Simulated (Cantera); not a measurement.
Input: 1 mol SiO2, 1.1 mol NF3, 4.8 mol O2, equilibrated at 0.133 bar.

Cantera equilibrium calculation (NASA polynomials, part measured and part estimated; ideal gas, pure solids and liquids). Candidate condensed phases: Si, SiO2, Si2N2O, Si3N4; 28 gas species. The tables hold silica as quartz up to 1696 K and as liquid above; real silica turns to tridymite and cristobalite and melts near 1996 K. Rates play no part.

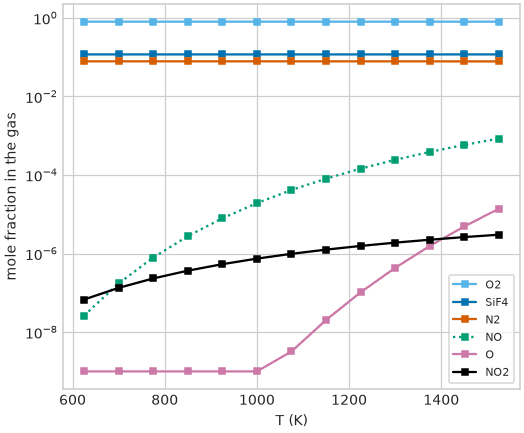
Figure: Equilibrium gas composition (values under 1e-9 drawn at 1e-9)

From 625 K to 775 K the condensed part is SiO2(α-quartz). From 850 K to 1525 K the condensed part is SiO2(β-quartz). The main Si-bearing gas is SiF4 throughout.
